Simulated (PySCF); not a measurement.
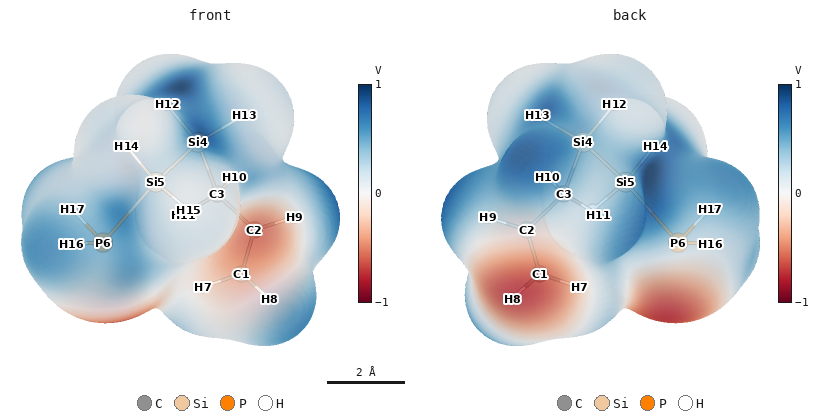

C3H11PSi2. The molecular electrostatic potential painted on the density surface at 0.002 e/bohr³, seen from the front and from behind; the colour scale runs from red (negative) to blue (positive).

Geometry: GFN2-xTB.

These are results of PBE0/def2-SVPD, SCF density, gas phase (PySCF 2.14.0), not measurements.

```xyz
17

C     1.7827   -1.0466    0.9491
C     2.0061    0.0024    0.1768
C     1.2686    0.2864   -1.0830
Si   -0.1777    1.4946   -0.7350
Si   -1.6641    0.4372    0.7037
P    -1.9066   -1.7090    0.0811
H     1.0544   -1.7965    0.6805
H     2.3201   -1.2089    1.8677
H     2.7405    0.7447    0.4641
H     1.9446    0.7052   -1.8283
H     0.8540   -0.6396   -1.4868
H    -0.7580    1.8715   -2.0340
H     0.3707    2.7282   -0.1591
H    -2.9802    1.0966    0.7395
H    -1.2350    0.3515    2.1048
H    -3.1339   -1.8909    0.6861
H    -2.4932   -1.4148   -1.1372
```

### Where is the surface potential most negative and most positive?

The most negative region (about −0.7 V, or −16 kcal/mol for a unit charge) lies over C1, C2 and P6, the most positive (about +1.0 V, or +23 kcal/mol for a unit charge) over Si4.

### What dipole moment does the calculation give?

Its dipole moment is 0.65 D.
